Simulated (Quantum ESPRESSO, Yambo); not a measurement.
## In2O3 (R-3c): G0W0 in Yambo against the screening cutoff

Wanted: the cheapest screening cutoff that holds the gap of In2O3 (R-3c).

Main program and level: Yambo 5.3.0; LDA and many-body steps on it, plane waves.

## (1) The starting structure

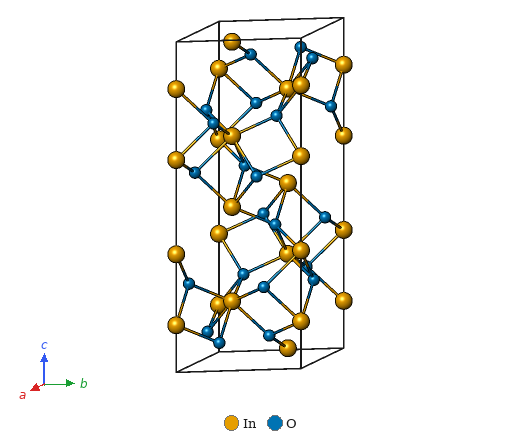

The starting structure, seen slightly off an axis (indium orange, oxygen blue). This picture shows the conventional cell, with its axes. Some periodic images of atoms are drawn too.

As a file:

```cif
data_structure
_symmetry_space_group_name_H-M 'R-3c:H'
_symmetry_Int_Tables_number 167
_cell_length_a 5.4870
_cell_length_b 5.4870
_cell_length_c 14.5100
_cell_angle_alpha 90.000
_cell_angle_beta 90.000
_cell_angle_gamma 120.000
_cell_volume 378.33
loop_
_atom_site_label
_atom_site_type_symbol
_atom_site_symmetry_multiplicity
_atom_site_Wyckoff_symbol
_atom_site_fract_x
_atom_site_fract_y
_atom_site_fract_z
_atom_site_occupancy
In1 In 12 c 0.66667 0.33333 0.19064 1
O1 O 18 e 0.63133 0.66667 0.41667 1
```

The cell and positions come from the Crystallography Open Database and are kept as given unless a step says otherwise. This is not the form that In2O3 usually takes at ambient conditions.

## (2) 1.5 Ha

This step: Yambo 5.3.0; G0W0 on LDA, plane waves, norm-conserving pseudopotentials.

G0W0 replaces the xc potential by the self-energy, built once from these orbitals. Only a window of levels is corrected, while the sums run over the empty bands that the input names.

Contents of gw7.in:

```
HF_and_locXC
gw0
dyson
ppa
em1d
rim_cut
RandQpts= 1000000
RandGvec= 1 RL
EXXRLvcs= 80 Ry
VXCRLvcs= 320 Ry
Chimod= "HARTREE"
% BndsRnXp
 1 | 121 |
%
NGsBlkXp= 3 Ry
% LongDrXp
 1 | 1 | 1 |
%
% GbndRnge
 1 | 121 |
%
DysSolver= "n"
ExtendOut
PPAPntXp= 27.21138 eV
% QPkrange
 2 | 2 | 59 | 62 |
 1 | 1 | 59 | 62 |
%
```

Command:

```
OMP_NUM_THREADS=2 mpirun -n 4 yambo -F gw7.in -J gw7 -C gw7 > gw7.log
```

Output:

```text
 Yambo, version 5.3.0

 [02] CORE Variables Setup
 =========================

  [... cell, symmetries and grids as in the set-up ...]

  [02.05] Energies & Occupations
  ==============================

  [X] === General ===
  [X] Electronic Temperature                        :  0.000000  0.000000 [eV K]
  [X] Bosonic    Temperature                        :  0.000000  0.000000 [eV K]
  [X] Finite Temperature mode                       : no
  [X] El. density                                   :  0.95156E+24 [cm-3]
  [X] Fermi Level                                   :  10.70078 [eV]

  [X] === Gaps and Widths ===
  [X] Conduction Band Min                           :  1.205638 [eV]
  [X] Valence Band Max                              :  0.000000 [eV]
  [X] Filled Bands                                  :   60
  [X] Empty Bands                                   :   61  304
  [X] Direct Gap                                    :  1.253660 [eV]
  [X] Direct Gap localized at k                     :  1
  [X] Indirect Gap                                  :  1.205638 [eV]
  [X] Indirect Gap between kpts                     :  2  1
  [X] Last valence band width                       :  0.190263 [eV]
  [X] 1st conduction band width                     :  4.259408 [eV]

 [03] Transferred momenta grid and indexing
 ==========================================

 IBZ Q-points                                      :  14
 BZ  Q-points                                      :   64

 K/Q-points units:
 rlu = crystal or reduced units; cc = cartesian coordinates; iku = interal k-units

 Q [ 1]         [rlu]:  0.000000  0.000000  0.000000
 Q [ 2]         [rlu]:  0.24296E-16  0.24296E-16  0.25000
 Q [ 3]         [rlu]: -0.10915E-15 -0.10915E-15 -0.50000
 Q [ 4]         [rlu]:  0.66263E-16  0.25000      0.25000
 Q [ 5]         [rlu]: -0.28042E-16  0.25000      0.50000
 Q [ 6]         [rlu]: -0.30640E-16  0.25000     -0.25000
 Q [ 7]         [rlu]:  0.84487E-16 -0.50000     -0.50000
 Q [ 8]         [rlu]:  0.250000  0.250000  0.250000
 Q [ 9]         [rlu]:  0.250000  0.250000  0.500000
 Q [10]         [rlu]:  0.250000  0.250000 -0.250000
 Q [11]         [rlu]:  0.250000  0.500000  0.500000
 Q [12]         [rlu]:  0.250000  0.500000  0.750000
 Q [13]         [rlu]: -0.500000 -0.500000 -0.500000
 Q [14]         [rlu]: -0.25000      0.28042E-16 -0.50000

 [04] Coloumb potential Random Integration (RIM)
 ===============================================

  [04.01] RIM initialization
  ==========================

  * Diagonal components only detected *

  8 x (sBL volume)        :  0.036434 [a.u.]
  sBZ random points       :  1000000
  Points outside the sBZ  :   7968061
  RL volume               :  0.291472 [a.u.]
  Integrated volume       :  0.292640 [a.u.]

  [04.02] RIM integrals
  =====================

  Gamma point sphere radius             :  0.060134 [a.u.]
  Points outside the sphere             :   800578
  [Int_sBZ(q=0) 1/q^2]*(Vol_sBZ)^(-1/3) =:  7.773960
                                 should be <:  7.795600

  Summary of Coulomb integrals for non-metallic bands |Q|[au] RIM/Bare

  Q [1] 0.100000E-4 0.997224 * Q [8] 0.171860 1.050492
  Q [2] 0.184068 1.076153 * Q [4] 0.209108 1.069072
  Q [9] 0.288284 1.028846 * Q [6] 0.302981 1.031278
  Q [11] 0.335624 1.021607 * Q [13] 0.343720 1.016914
  Q [14] 0.348330 1.023015 * Q [5] 0.348330 1.024215
  Q [10] 0.354512 1.023735 * Q [3] 0.368136 1.021084
  Q [7] 0.418217 1.017025 * Q [12] 0.458193 1.014118

 [WARNING] [Xp] User bands 1-121 break level degeneracy

 [05] Dipoles
 ============

  [05.01] Setup: observables and procedures
  =========================================

  [WARNING] [x,Vnl] slows the Dipoles computation. To neglect it rename the ns.kb_pp file

 [06] Dynamic Dielectric Matrix (PPA)
 ====================================

 [WR./gw7//ndb.pp]---------------------------------------------------------------
  Brillouin Zone Q/K grids (IBZ/BZ)                :   14   64   14   64
  RL vectors                                       :  12255 [WF]
  Coulomb cutoff potential                         : none
  Electronic Temperature                           :  0.000000 [K]
  Bosonic    Temperature                           :  0.000000 [K]
  PPA    diel. fun.  energies                      : Slater exchange(X)+Perdew & Wang(C)
  wavefunctions                                    : Slater exchange(X)+Perdew & Wang(C)
  Global Gauge                                     : length
  X matrix size                                    :   71
  X band range                                     :    1  121
  X e/h energy range                               : -1.000000 -1.000000 [eV]
  X Time ordering                                  : R
  X Hxc Kernel                                     : HARTREE
  X Drude frequency                                :  0.000000  0.000000
  X poles                                          :  100.0000 [o/o]
  RL vectors in the sum                            :  12255
  [r,Vnl] included                                 : yes
  Field direction                                  :  0.577350E-5  0.577350E-5  0.577350E-5
  BZ energy Double Grid                            : no
  BZ energy DbGd points                            : 0
  BZ Q point size factor                           : -1.000000
  X Optical Averaged directions                    : none

 [07] Local Exchange-Correlation + Non-Local Fock
 ================================================

 [VXC] Plane waves :   82163
 [EXS] Plane waves :  10293

 QP @ state[ 1 ] K range:  1  2
 QP @ state[ 1 ] b range:   59   62

 [xc] Functional : Slater exchange(X)+Perdew & Wang(C)
 [xc] LIBXC used to calculate xc functional
  PP Number of Atomic Species                      :  2
  NLCC RL compoments                               :   82163
  PP Number of Atomic Species                      :  2
  NLCC RL compoments                               :   82163

 [xc] E_xc :  -85.95239 [Ha]
      E_xc :  -171.9048 [Ry]

  Local XC kind (lXC) : Slater exchange(X)+Perdew & Wang(C)
  Non-Local XC kind (nlXC) : Hartree-Fock

  Corrections @ K [1] :  [eV]
 <59|nlXC|59> = -26.00285 -0.38736E-17 <59|lXC|59> = -20.93320 -0.70806E-16
 <60|nlXC|60> = -26.00285 -0.17000E-16 <60|lXC|60> = -20.93320  0.000000
 <61|nlXC|61> = -11.26506  0.11034E-17 <61|lXC|61> = -15.06727 -0.18882E-15
 <62|nlXC|62> = -8.381807 -0.63821E-18 <62|lXC|62> = -13.71212  0.000000

  Corrections @ K [2] :  [eV]
 <59|nlXC|59> = -25.42791  0.43032E-17 <59|lXC|59> = -20.06624 -0.23602E-15
 <60|nlXC|60> = -25.60187  0.18029E-17 <60|lXC|60> = -20.26663 -0.94408E-16
 <61|nlXC|61> = -13.25494  0.28418E-17 <61|lXC|61> = -16.80525  0.000000
 <62|nlXC|62> = -11.23868 -0.70345E-20 <62|lXC|62> = -16.82032 -0.18882E-15

 [08] Dyson equation: Newton solver
 ==================================

  [08.01] G0W0 (W PPA)
  ====================

  [  GW  ] Bands range     :    1  121
  [GW/PPA] G damping       :  0.100000 [eV]

  QP @ state[ 1 ] K range:  1  2
  QP @ state[ 1 ] b range:   59   62

   Sc/G bands                                       :    1  121
   Sc/G damping                                     :  0.100000 ev
   Sc bands terminator                              : no
   Sx RL components                                 :  10293

   QP @ state[ 1 ] K range                          :  1  2
   QP @ state[ 1 ] b range                          :   59   62
   GF energies kind                                 : Slater exchange(X)+Perdew & Wang(C)
   GF WF`s kind                                     : Slater exchange(X)+Perdew & Wang(C)
   Xs energies kind                                 : Slater exchange(X)+Perdew & Wang(C)
   Xs WF`s kind                                     : Slater exchange(X)+Perdew & Wang(C)

 [11] Game Over & Game summary
```

It took 5.1 min on 4 MPI ranks of Arm Neoverse V2, shared host; peak memory 9.5 GiB; 35 min of CPU time.

This step gave:

```
G0W0 gap on the points computed              : 2.707 eV
starting gap on the mesh                     : 1.206 eV
k of the valence top                         : 0, 0, 0.25
k of the conduction bottom                   : 0, 0, 0
least direct G0W0 gap on the computed points : 2.716 eV
Z at the valence top                         : 0.7881
Z at the conduction bottom                   : 0.8443
```

The gap on the mesh goes from 1.21 eV to 2.71 eV, a correction of +1.50 eV.

## (3) 2.25 Ha

gw8.in, as its differences from gw7.in of step 2:

```diff
@@ -14,3 +14,3 @@
 %
-NGsBlkXp= 3 Ry
+NGsBlkXp= 4.5 Ry
 % LongDrXp
```

Command:

```
OMP_NUM_THREADS=2 mpirun -n 4 yambo -F gw8.in -J gw8 -C gw8 > gw8.log
```

Output:

```text
 Yambo, version 5.3.0

 [02] CORE Variables Setup
 =========================

  [... cell, symmetries and grids as in the set-up ...]

  [02.05] Energies & Occupations
  ==============================

  [X] === General ===
  [X] Electronic Temperature                        :  0.000000  0.000000 [eV K]
  [X] Bosonic    Temperature                        :  0.000000  0.000000 [eV K]
  [X] Finite Temperature mode                       : no
  [X] El. density                                   :  0.95156E+24 [cm-3]
  [X] Fermi Level                                   :  10.70078 [eV]

  [X] === Gaps and Widths ===
  [X] Conduction Band Min                           :  1.205638 [eV]
  [X] Valence Band Max                              :  0.000000 [eV]
  [X] Filled Bands                                  :   60
  [X] Empty Bands                                   :   61  304
  [X] Direct Gap                                    :  1.253660 [eV]
  [X] Direct Gap localized at k                     :  1
  [X] Indirect Gap                                  :  1.205638 [eV]
  [X] Indirect Gap between kpts                     :  2  1
  [X] Last valence band width                       :  0.190263 [eV]
  [X] 1st conduction band width                     :  4.259408 [eV]

 [03] Transferred momenta grid and indexing
 ==========================================

 IBZ Q-points                                      :  14
 BZ  Q-points                                      :   64

 K/Q-points units:
 rlu = crystal or reduced units; cc = cartesian coordinates; iku = interal k-units

 Q [ 1]         [rlu]:  0.000000  0.000000  0.000000
 Q [ 2]         [rlu]:  0.24296E-16  0.24296E-16  0.25000
 Q [ 3]         [rlu]: -0.10915E-15 -0.10915E-15 -0.50000
[...]
[VXC] Plane waves :   82163
 [EXS] Plane waves :  10293

 QP @ state[ 1 ] K range:  1  2
 QP @ state[ 1 ] b range:   59   62

 [xc] Functional : Slater exchange(X)+Perdew & Wang(C)
 [xc] LIBXC used to calculate xc functional
  PP Number of Atomic Species                      :  2
  NLCC RL compoments                               :   82163
  PP Number of Atomic Species                      :  2
  NLCC RL compoments                               :   82163

 [xc] E_xc :  -85.95239 [Ha]
      E_xc :  -171.9048 [Ry]

  Local XC kind (lXC) : Slater exchange(X)+Perdew & Wang(C)
  Non-Local XC kind (nlXC) : Hartree-Fock

  Corrections @ K [1] :  [eV]
 <59|nlXC|59> = -26.00285 -0.38736E-17 <59|lXC|59> = -20.93320 -0.70806E-16
 <60|nlXC|60> = -26.00285 -0.17000E-16 <60|lXC|60> = -20.93320  0.000000
 <61|nlXC|61> = -11.26506  0.11034E-17 <61|lXC|61> = -15.06727 -0.18882E-15
[...]
Corrections @ K [2] :  [eV]
[...]
<61|nlXC|61> = -13.25494  0.28418E-17 <61|lXC|61> = -16.80525  0.000000
 <62|nlXC|62> = -11.23868 -0.70345E-20 <62|lXC|62> = -16.82032 -0.18882E-15

 [08] Dyson equation: Newton solver
 ==================================

  [08.01] G0W0 (W PPA)
  ====================

  [  GW  ] Bands range     :    1  121
  [GW/PPA] G damping       :  0.100000 [eV]

  QP @ state[ 1 ] K range:  1  2
  QP @ state[ 1 ] b range:   59   62

   Sc/G bands                                       :    1  121
   Sc/G damping                                     :  0.100000 ev
   Sc bands terminator                              : no
   Sx RL components                                 :  10293

   QP @ state[ 1 ] K range                          :  1  2
   QP @ state[ 1 ] b range                          :   59   62
   GF energies kind                                 : Slater exchange(X)+Perdew & Wang(C)
   GF WF`s kind                                     : Slater exchange(X)+Perdew & Wang(C)
   Xs energies kind                                 : Slater exchange(X)+Perdew & Wang(C)
   Xs WF`s kind                                     : Slater exchange(X)+Perdew & Wang(C)

 [11] Game Over & Game summary
```

Wall time 5.3 min (4 MPI ranks); peak memory 9.5 GiB; 36 min of CPU time.

This step gave:

| Item | Value |
| --- | --- |
| G0W0 gap on the points computed | 2.666 eV |
| starting gap on the mesh | 1.206 eV |
| k of the valence top | 0, 0, 0.25 |
| k of the conduction bottom | 0, 0, 0 |
| least direct G0W0 gap on the computed points | 2.685 eV |
| Z at the valence top | 0.7805 |
| Z at the conduction bottom | 0.8414 |

Against the run before, the gap moves by −0.041 eV.

## (4) 4.5 Ha

gw9.in, as its differences from gw8.in of step 3:

```diff
@@ -14,3 +14,3 @@
 %
-NGsBlkXp= 4.5 Ry
+NGsBlkXp= 9 Ry
 % LongDrXp
```

Command:

```
OMP_NUM_THREADS=2 mpirun -n 4 yambo -F gw9.in -J gw9 -C gw9 > gw9.log
```

Output:

```text
 Yambo, version 5.3.0

 [02] CORE Variables Setup
 =========================

  [... cell, symmetries and grids as in the set-up ...]

  [02.05] Energies & Occupations
  ==============================

  [X] === General ===
  [X] Electronic Temperature                        :  0.000000  0.000000 [eV K]
  [X] Bosonic    Temperature                        :  0.000000  0.000000 [eV K]
  [X] Finite Temperature mode                       : no
  [X] El. density                                   :  0.95156E+24 [cm-3]
[...]
Sc/G damping                                     :  0.100000 ev
   Sc bands terminator                              : no
   Sx RL components                                 :  10293

   QP @ state[ 1 ] K range                          :  1  2
   QP @ state[ 1 ] b range                          :   59   62
   GF energies kind                                 : Slater exchange(X)+Perdew & Wang(C)
   GF WF`s kind                                     : Slater exchange(X)+Perdew & Wang(C)
   Xs energies kind                                 : Slater exchange(X)+Perdew & Wang(C)
   Xs WF`s kind                                     : Slater exchange(X)+Perdew & Wang(C)

 [11] Game Over & Game summary
```

Run time: 7.8 min. Hardware: 4 MPI ranks; peak memory 9.5 GiB; 55 min of CPU time.

Numbers from this step:

```
G0W0 gap on the points computed              : 2.726 eV
starting gap on the mesh                     : 1.206 eV
k of the valence top                         : 0, 0, 0.25
k of the conduction bottom                   : 0, 0, 0
least direct G0W0 gap on the computed points : 2.763 eV
```

Against the run before, the gap moves by +0.060 eV.

## (5) 5.5 Ha

gw10.in, as its differences from gw9.in of step 4:

```diff
@@ -14,3 +14,3 @@
 %
-NGsBlkXp= 9 Ry
+NGsBlkXp= 11 Ry
 % LongDrXp
```

Command:

```
OMP_NUM_THREADS=2 mpirun -n 4 yambo -F gw10.in -J gw10 -C gw10 > gw10.log
```

Output:

```text
 Yambo, version 5.3.0

 [02] CORE Variables Setup
 =========================

  [... cell, symmetries and grids as in the set-up ...]

  [02.05] Energies & Occupations
  ==============================

  [X] === General ===
  [X] Electronic Temperature                        :  0.000000  0.000000 [eV K]
  [X] Bosonic    Temperature                        :  0.000000  0.000000 [eV K]
  [X] Finite Temperature mode                       : no
  [X] El. density                                   :  0.95156E+24 [cm-3]
[...]
Sc/G damping                                     :  0.100000 ev
   Sc bands terminator                              : no
   Sx RL components                                 :  10293

   QP @ state[ 1 ] K range                          :  1  2
   QP @ state[ 1 ] b range                          :   59   62
   GF energies kind                                 : Slater exchange(X)+Perdew & Wang(C)
   GF WF`s kind                                     : Slater exchange(X)+Perdew & Wang(C)
   Xs energies kind                                 : Slater exchange(X)+Perdew & Wang(C)
   Xs WF`s kind                                     : Slater exchange(X)+Perdew & Wang(C)

 [11] Game Over & Game summary
```

Wall time 11 min (4 MPI ranks); peak memory 9.5 GiB.

Numbers from this step:

```
G0W0 gap on the points computed              : 2.736 eV
starting gap on the mesh                     : 1.206 eV
k of the valence top                         : 0, 0, 0.25
k of the conduction bottom                   : 0, 0, 0
least direct G0W0 gap on the computed points : 2.777 eV
```

Against the run before, the gap moves by +0.010 eV.

## (6) The runs together

Times are wall times on 4 MPI ranks of Arm Neoverse V2, shared host, good to a factor of about two.

```csv
run,mesh,bands,screening cutoff (eV),DFT gap (eV),gap on the mesh (eV),direct (eV),time
1.5 Ha,4×4×4,121,40.8,1.206,2.707,2.716,5.1 min
2.25 Ha,4×4×4,121,61.2,1.206,2.666,2.685,5.3 min
4.5 Ha,4×4×4,121,122.5,1.206,2.726,2.763,7.8 min
5.5 Ha,4×4×4,121,149.7,1.206,2.736,2.777,11 min
```

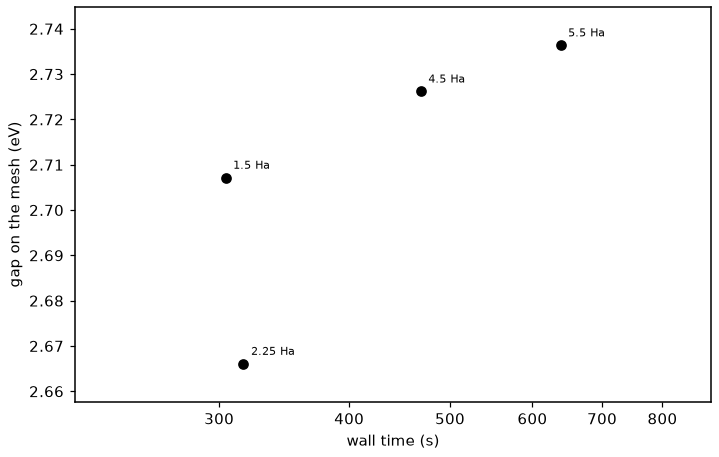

Result against wall time.

## (7) Outcome

| Property | Result |
| --- | --- |
| 1.5 Ha | 2.707 eV |
| 2.25 Ha | 2.666 eV |
| 4.5 Ha | 2.726 eV |
| 5.5 Ha | 2.736 eV |
| known limits | not at the basis limit; no spin-orbit coupling |

What this shows: The setting moved: screening cutoff. From 1.5 Ha to 5.5 Ha the gap moves by +0.03 eV, for 2.1 times the time, not steadily: it passes through 2.67 eV. The last step still moves it by +0.010 eV. Bands and screening cutoff are coupled, so a series along one setting does not show full convergence. Bands and cutoff are finite, so the gap is not at the basis limit. The miss can reach some tenths of an eV and take either sign; the mesh is an error of its own. In the G0W0 runs levels were corrected at 2 k points alone, so a gap called «on the mesh» is the least over those, and an edge elsewhere would be missed. The many-body steps are scalar-relativistic: spin-orbit coupling is not in them.

[Paths, hosts, dates, memory and timing lines, banners, echoed tables and standing remarks are left out of the program output.]

[Logs are printed without paths, hosts, clocks, repeated set-up lines and the standing remarks that a program may print on its own settings, such as how far it seeks lower states.]

[Runs of the session that timed out or met a known fault of the program may be left out.]

[Hosts, paths, dates, database ids (printed as entryN), source tags and the programs' standing remarks are cut or masked in the printed files.]
